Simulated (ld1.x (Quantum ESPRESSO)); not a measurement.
# Pseudopotential generation for F: ultrasoft, PBEsol

Task: generate the file, and judge it by its errors in other configurations, its logarithmic derivatives, its ghosts and its cutoff.

Program: ld1.x (Quantum ESPRESSO) 7.5. Reference atom: PBEsol, non-relativistic, spherical and spin-unpolarised. All values are calculated.

## Step 1: Settings

Typed settings, in words:

```json
{"element": "fluorine (F, Z = 9)", "type": "ultrasoft", "frozen core": "[He]", "valence charge": "7", "reference configuration": "2s2 2p4 (charge +1)", "partial waves": "2s (bound): rcut 0.60, rcutus 0.75 bohr; 2s channel at 0.1 Ry: rcut 0.60, rcutus 0.75 bohr; 2p (bound): rcut 1.25, rcutus 1.35 bohr; 2p channel at -1.6 Ry: rcut 1.25, rcutus 1.35 bohr; 3d channel at 0.3 Ry: rcut 1.15, rcutus 1.30 bohr; 3d channel at 2.65 Ry: rcut 1.15, rcutus 1.30 bohr", "local potential": "all-electron potential smoothed inside 1.05 bohr (lloc = -1)", "core correction": "Bessel-smoothed model core, default radius (core density twice the valence density)", "augmentation charge": "PSQ, radius 0.55 bohr"}
```

## Step 2: Generation

F.in

```
 &input
   title='F', zed=9., rel=0, dft='PBESOL', iswitch=3,
   config='[He] 2s2 2p4 3d-2',
   nld=3, rlderiv=1.50, eminld=-5.0, emaxld=5.0, deld=0.02
 /
 &inputp
   pseudotype=3, tm=.true., lloc=-1, rcloc=1.05,
   nlcc=.true., new_core_ps=.true.,
   which_augfun='PSQ', rmatch_augfun=0.55,
   file_pseudopw='F.UPF', file_wfcaegen='ae.wfc', file_wfcncgen='nc.wfc', file_beta='beta', file_chi='chi', file_wfcusgen='us.wfc'
 /
6
2S  1  0   2.00   0.00  0.60  0.75  0.0
2S  1  0   0.00   0.10  0.60  0.75  0.0
2P  2  1   4.00   0.00  1.25  1.35  0.0
2P  2  1   0.00  -1.60  1.25  1.35  0.0
3D  3  2  -2.00   0.30  1.15  1.30  0.0
3D  3  2  -2.00   2.65  1.15  1.30  0.0
 &test
   configts(1)='2s2 2p4'
 /
```

Started as:

```console
ld1.x < F.in > F.out
```

The output, F.out (without the banner and most projector matrices):

```text
     Program LD1 v.7.5
     --------------------------- All-electron run ----------------------------

     F

     atomic number is  9.00
     dft =PBESOL   lsd =0 sic =0 latt =0  beta=0.20 tr2=1.0E-14
     Exchange-correlation= PBESOL
                           (   1   4  10   8   0   0   0)
     mesh =1105 r(mesh) =  99.76081 a.u. xmin = -7.00 dx = 0.01250
     1 Ry =  13.60569312 eV

     n l     nl                  e(Ry)          e(Ha)          e(eV)
     1 0     1S 1( 2.00)       -50.0642       -25.0321      -681.1579
     2 0     2S 1( 2.00)        -3.4615        -1.7307       -47.0958
     2 1     2P 1( 4.00)        -2.0749        -1.0374       -28.2298

     final scf error:  4.4E-16 reached in  17 iterations

     Etot =    -197.289789 Ry,     -98.644895 Ha,   -2684.264332 eV

     Ekin =     196.767258 Ry,      98.383629 Ha,    2677.154931 eV
     Encl =    -462.839046 Ry,    -231.419523 Ha,   -6297.246020 eV
     Eh   =      87.560740 Ry,      43.780370 Ha,    1191.324556 eV
     Exc  =     -18.778742 Ry,      -9.389371 Ha,    -255.497799 eV

     normalization and overlap integrals

     s(1S/1S) =  1.000000  <r> =   0.1769  <r2> =    0.0422  r(max) =   0.1154
     s(2S/2S) =  1.000000  <r> =   0.9647  <r2> =    1.1210  r(max) =   0.7522
     s(2P/2P) =  1.000000  <r> =   0.9835  <r2> =    1.2436  r(max) =   0.6806

     ------------------------ End of All-electron run ------------------------

     --------------------- Generating US pseudopotential ---------------------

      Generating local potential from pseudized AE potential:
      Matching radius rcloc =   1.0500

      Local pseudo, rcloc= 1.054 Estimated cut-off energy=    21.30 Ry

      Computing core charge for nlcc:

       r > 0.29 : true rho core
      Core charge pseudized with two Bessel functions
      Integrated core pseudo-charge :   1.43
      Wfc-us  2S rcutus= 0.743  Estimated cut-off energy=    80.19 Ry
      Wfc-us  2S rcutus= 0.743  Estimated cut-off energy=    86.71 Ry
      Wfc-us  2P rcutus= 1.354  Estimated cut-off energy=    43.57 Ry
      Wfc-us  2P rcutus= 1.354  Estimated cut-off energy=    46.81 Ry
      Wfc-us  3D rcutus= 1.288  Estimated cut-off energy=    62.42 Ry
      Wfc-us  3D rcutus= 1.288  Estimated cut-off energy=    65.13 Ry

     Q pseudized with Bessel functions
     Expected ecutrho=    1216.1854 due to l1=  2   l2=  2

     ------------------- End of pseudopotential generation -------------------

     [... the all-electron block is printed once more ...]


     Computing logarithmic derivative in   1.50538
     Computing logarithmic derivative in   1.50538
     Computing the partial wave expansion
     R is outside the sphere for l=    0 j= 0.00
     R is outside the sphere for l=    0 j= 0.00
     R is outside the sphere for l=    1 j= 0.00
     R is outside the sphere for l=    1 j= 0.00
     R is outside the sphere for l=    2 j= 0.00
     R is outside the sphere for l=    2 j= 0.00

     ---------------------- Testing the pseudopotential ----------------------

     F

     atomic number is  9.00   valence charge is  7.00
     dft =PBESOL   lsd =0 sic =0 latt =0  beta=0.20 tr2=1.0E-14
     mesh =1105 r(mesh) =  99.76081 xmin = -7.00 dx = 0.01250

     n l     nl             e AE (Ry)        e PS (Ry)    De AE-PS (Ry)
     1 0     2S   1( 2.00)       -3.46148       -3.46148        0.00000
     2 1     2P   1( 4.00)       -2.07485       -2.07485        0.00000

     eps = 1.3E-19  iter =  1

     Etot =    -197.289789 Ry,     -98.644895 Ha,   -2684.264332 eV
     Etotps =   -52.225772 Ry,     -26.112886 Ha,    -710.567828 eV

     Ekin =      18.437520 Ry,       9.218760 Ha,     250.855235 eV
     Encl =     -97.951241 Ry,     -48.975620 Ha,   -1332.694520 eV
     Ehrt =      33.834792 Ry,      16.917396 Ha,     460.345798 eV
     Ecxc =     -13.788334 Ry,      -6.894167 Ha,    -187.599847 eV
     (Ecc =      -5.378230 Ry,      -2.689115 Ha,     -73.174547 eV)
     Epseu=       7.241491 Ry,       3.620746 Ha,      98.525506 eV

     ---------------------- End of pseudopotential test ----------------------
```

It took 1.3 s on 1 thread, shared host. (Generation and the later configuration tests together.)

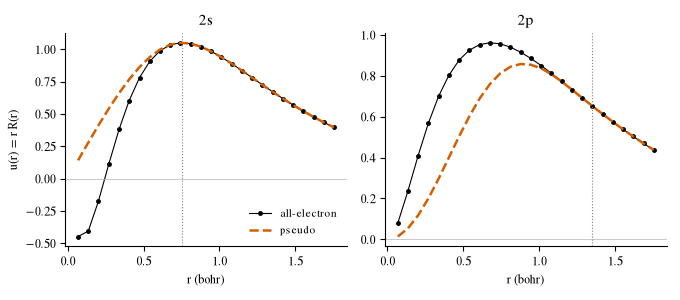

All-electron and pseudo partial waves (2s, 2p), with the matching radii dotted. The curves join 26 sampled radii.

## Step 3: Transferability test

F.test.in

```
 &input
   title='F', zed=9., rel=0, dft='PBESOL', iswitch=2,
   config='[He] 2s2 2p4 3d-2'
 /
 &test
   file_pseudo='F.UPF', nconf=8,
   configts(1)='2s2 2p4',
   configts(2)='2s2 2p5',
   configts(3)='2s2 2p3',
   configts(4)='2s2 2p2',
   configts(5)='2s2 2p4.5',
   configts(6)='2s1 2p5',
   configts(7)='2s2 2p1',
   configts(8)='2s1 2p6'
 /
```

Started as:

```console
ld1.x < F.test.in > F.test.out
```

F.test.out, the pseudopotential blocks:

```text
     ---------------------- Testing the pseudopotential ----------------------

     F

     atomic number is  9.00   valence charge is  7.00
     dft =PBESOL   lsd =0 sic =0 latt =0  beta=0.20 tr2=1.0E-14
     mesh =1105 r(mesh) =  99.76081 xmin = -7.00 dx = 0.01250

     n l     nl             e AE (Ry)        e PS (Ry)    De AE-PS (Ry)
     1 0     2S   1( 2.00)       -3.46148       -3.46148        0.00000
     2 1     2P   1( 4.00)       -2.07485       -2.07485        0.00000

     eps = 6.5E-19  iter =  1

     Etot =    -197.289789 Ry,     -98.644895 Ha,   -2684.264332 eV
     Etotps =   -52.225772 Ry,     -26.112886 Ha,    -710.567828 eV

     Ekin =      18.437520 Ry,       9.218760 Ha,     250.855235 eV
     Encl =     -97.951241 Ry,     -48.975620 Ha,   -1332.694520 eV
     Ehrt =      33.834792 Ry,      16.917396 Ha,     460.345798 eV
     Ecxc =     -13.788334 Ry,      -6.894167 Ha,    -187.599847 eV
     (Ecc =      -5.378230 Ry,      -2.689115 Ha,     -73.174547 eV)
     Epseu=       7.241491 Ry,       3.620746 Ha,      98.525506 eV

     ---------------------- End of pseudopotential test ----------------------

     ---------------------- Testing the pseudopotential ----------------------

     F

     [...]
     n l     nl             e AE (Ry)        e PS (Ry)    De AE-PS (Ry)
     1 0     2S   1( 2.00)       -2.17858       -2.17863        0.00005
     2 1     2P   1( 5.00)       -0.81300       -0.81294       -0.00006

     eps = 1.8E-15  iter = 16

     Etot =    -198.710382 Ry,     -99.355191 Ha,   -2703.592472 eV
     Etotps =   -53.646309 Ry,     -26.823155 Ha,    -729.895220 eV
     dEtot_ae =      -1.420592 Ry
     dEtot_ps =      -1.420537 Ry,   Delta E=      -0.000055 Ry

     [...]
     ---------------------- End of pseudopotential test ----------------------

     ---------------------- Testing the pseudopotential ----------------------

     F

     [...]
     n l     nl             e AE (Ry)        e PS (Ry)    De AE-PS (Ry)
     1 0     2S   1( 2.00)       -4.97256       -4.97257        0.00001
     2 1     2P   1( 3.00)       -3.59286       -3.59349        0.00063

     eps = 1.4E-16  iter =  7

     Etot =    -194.475659 Ry,     -97.237829 Ha,   -2645.976135 eV
     Etotps =   -49.411377 Ry,     -24.705689 Ha,    -672.276034 eV
     dEtot_ae =       2.814131 Ry
     dEtot_ps =       2.814395 Ry,   Delta E=      -0.000264 Ry

     [...]
     ---------------------- End of pseudopotential test ----------------------

     ---------------------- Testing the pseudopotential ----------------------

     F

     [...]
     n l     nl             e AE (Ry)        e PS (Ry)    De AE-PS (Ry)
     1 0     2S   1( 2.00)       -6.67500       -6.67508        0.00008
     2 1     2P   1( 2.00)       -5.33492       -5.33706        0.00214

     eps = 1.1E-16  iter =  7

     Etot =    -190.029442 Ry,     -95.014721 Ha,   -2585.482276 eV
     Etotps =   -44.963831 Ry,     -22.481915 Ha,    -611.764080 eV
     dEtot_ae =       7.260347 Ry
     dEtot_ps =       7.261942 Ry,   Delta E=      -0.001594 Ry

     [...]
     ---------------------- End of pseudopotential test ----------------------

     ---------------------- Testing the pseudopotential ----------------------

     F

     [...]
     n l     nl             e AE (Ry)        e PS (Ry)    De AE-PS (Ry)
     1 0     2S   1( 2.00)       -2.78807       -2.78810        0.00002
     2 1     2P   1( 4.50)       -1.40895       -1.40887       -0.00008

     eps = 9.7E-15  iter = 12

     Etot =    -198.157987 Ry,     -99.078993 Ha,   -2696.076760 eV
     Etotps =   -53.093949 Ry,     -26.546974 Ha,    -722.379973 eV
     dEtot_ae =      -0.868197 Ry
     dEtot_ps =      -0.868177 Ry,   Delta E=      -0.000021 Ry

     [...]
     ---------------------- End of pseudopotential test ----------------------

     ---------------------- Testing the pseudopotential ----------------------

     F

     [...]
     n l     nl             e AE (Ry)        e PS (Ry)    De AE-PS (Ry)
     1 0     2S   1( 1.00)       -3.47406       -3.47262       -0.00144
     2 1     2P   1( 5.00)       -2.08365       -2.08334       -0.00031

     eps = 6.9E-16  iter =  7

     Etot =    -195.901252 Ry,     -97.950626 Ha,   -2665.372323 eV
     Etotps =   -50.837802 Ry,     -25.418901 Ha,    -691.683533 eV
     dEtot_ae =       1.388537 Ry
     dEtot_ps =       1.387970 Ry,   Delta E=       0.000567 Ry

     [...]
     ---------------------- End of pseudopotential test ----------------------

     ---------------------- Testing the pseudopotential ----------------------

     F

     [...]
     n l     nl             e AE (Ry)        e PS (Ry)    De AE-PS (Ry)
     1 0     2S   1( 2.00)       -8.54407       -8.54382       -0.00025
     2 1     2P   1( 1.00)       -7.27798       -7.28212        0.00413

     eps = 1.1E-16  iter =  7

     Etot =    -183.738755 Ry,     -91.869377 Ha,   -2499.893111 eV
     Etotps =   -38.669970 Ry,     -19.334985 Ha,    -526.131744 eV
     dEtot_ae =      13.551035 Ry
     dEtot_ps =      13.555802 Ry,   Delta E=      -0.004767 Ry

     [...]
     ---------------------- End of pseudopotential test ----------------------

     ---------------------- Testing the pseudopotential ----------------------

     F

     [...]
     n l     nl             e AE (Ry)        e PS (Ry)    De AE-PS (Ry)
     1 0     2S   1( 1.00)       -2.21387       -2.21284       -0.00103
     2 1     2P   1( 6.00)       -0.84434       -0.84429       -0.00005

     eps = 9.9E-17  iter = 10

     Etot =    -197.342806 Ry,     -98.671403 Ha,   -2684.985652 eV
     Etotps =   -52.279172 Ry,     -26.139586 Ha,    -711.294374 eV
     dEtot_ae =      -0.053016 Ry
     dEtot_ps =      -0.053400 Ry,   Delta E=       0.000384 Ry

     [...]
     ---------------------- End of pseudopotential test ----------------------
```

Energies count from the reference configuration 2s2 2p4; the error is all-electron less pseudo.

| valence configuration | charge | ΔE all-electron (eV) | error AE − PS (meV) |
| --- | --- | --- | --- |
| 2s2 2p5 | 0 | -19.328 | -0.7 |
| 2s2 2p3 | +2 | 38.288 | -3.6 |
| 2s2 2p2 | +3 | 98.782 | -22 |
| 2s2 2p4.5 | +0.5 | -11.812 | -0.3 |
| 2s1 2p5 | +1 | 18.892 | +7.7 |
| 2s2 2p1 | +4 | 184.371 | -65 |
| 2s1 2p6 | 0 | -0.721 | +5.2 |

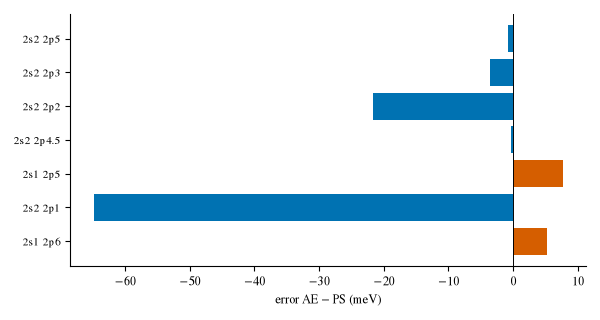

Error of the potential in each test configuration.

## Step 4: Scattering by logarithmic derivatives

Taken from the files of the generation run. The phase is arctan(r·u′/u) with u = r·R, unwrapped, with energies in Ry. A pole is an energy at which the radial function vanishes at the test radius. The pseudo phase is shifted by a multiple of π to meet the all-electron one at the reference energy. Levels narrower than the energy grid can be missing from the poles. The last column is the largest difference on the grid between −1 and +1 Ry.

| channel | radius (bohr) | reference (Ry) | poles AE | poles PS | energies with phases within 0.05 rad (Ry) | largest difference near zero (rad) |
| --- | --- | --- | --- | --- | --- | --- |
| s | 1.50 | -3.46 | -2.21 | -2.21 | the whole range | 0.000 |
| p | 1.50 | -2.07 | -0.94 | -0.94 | the whole range | 0.000 |
| d | 1.50 | 0.30 | none | none | the whole range | 0.000 |

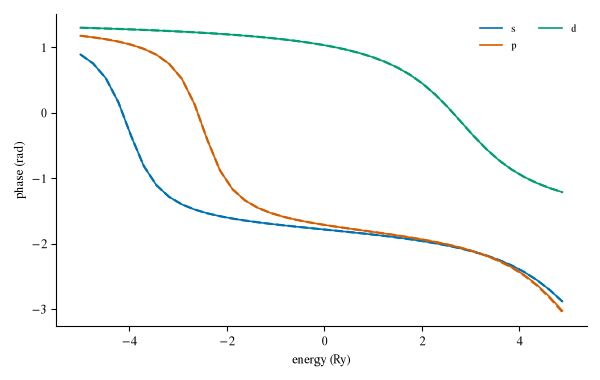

Phases by channel: all-electron solid, pseudo dashed.

## Step 5: Plane-wave convergence, by spherical Bessel functions

This step uses the generator's waves and projectors in a separate script. Basis: spherical Bessel functions vanishing at 20 bohr, q² up to the cutoff; potential fixed at the reference.

All-electron valence levels (Ry): 2s -3.4615, 2p -2.0749. The lowest levels of each channel (Ry) by cutoff; the last column sums, over occupied levels, occupation times the distance from the level at 400 Ry. A positive value is a state of the box, at any cutoff.

```tsv
cutoff (Ry)	s #1	p #1	d #1	f #1	Σ f·Δε (mRy)
8	-3.2355	-0.9704	-0.1242	-0.0413	4870.0
15	-3.4304	-1.6017	-0.1245	-0.0413	1955.1
21	-3.4517	-1.8847	-0.1245	-0.0413	780.4
35	-3.4535	-2.0698	-0.1246	-0.0413	36.4
45	-3.4570	-2.0744	-0.1246	-0.0413	11.1
50	-3.4588	-2.0744	-0.1246	-0.0413	7.3
60	-3.4604	-2.0745	-0.1246	-0.0413	3.7
80	-3.4611	-2.0748	-0.1246	-0.0413	1.0
90	-3.4612	-2.0748	-0.1246	-0.0413	0.9
110	-3.4613	-2.0749	-0.1246	-0.0413	0.7
400	-3.4615	-2.0749	-0.1246	-0.0413	0.0
```

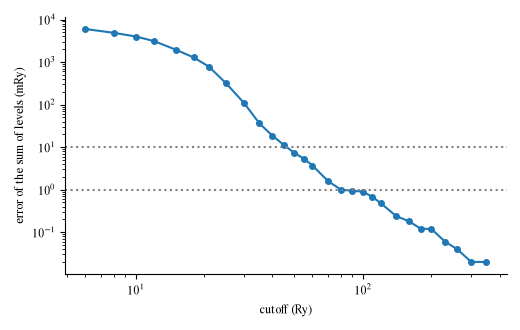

Occupation-weighted error of the valence levels against the cutoff; the dotted lines mark 10 and 1 mRy.

The sum stays within 10 mRy from 50 Ry and within 1 mRy from 90 Ry. The sum leaves out empty levels, which can need more. Ghost test: no level below the all-electron spectrum of its channel (s, p, d, f tested).

## Step 6: What came out

```
                                                quantity                 value
               cutoffs for 10 and 1 mRy, occupied levels       50 Ry and 90 Ry
                                            bound ghosts            none found
                            largest test error (AE − PS)  -65 meV, for 2s2 2p1
largest phase difference near zero energy, channels read             0.000 rad
         lowest eigenvalue of the overlap (Bessel basis)             0.402 (s)
               density cutoff estimated by the generator               1216 Ry
```

The worst test, 2s2 2p1, is off by 65 meV on 184.4 eV; by total energies transferability rates as fair. It counts as of middling hardness, with 50 Ry needed at the looser tolerance. The slowest level is 2s: taken alone it needs 70 Ry to come within 1 mRy, against 45 Ry for 2p. It is free of bound ghosts as far as tested. Near zero energy the phases of the channels with partial waves agree within 0.001 rad. All of this concerns the isolated atom, not yet a solid.
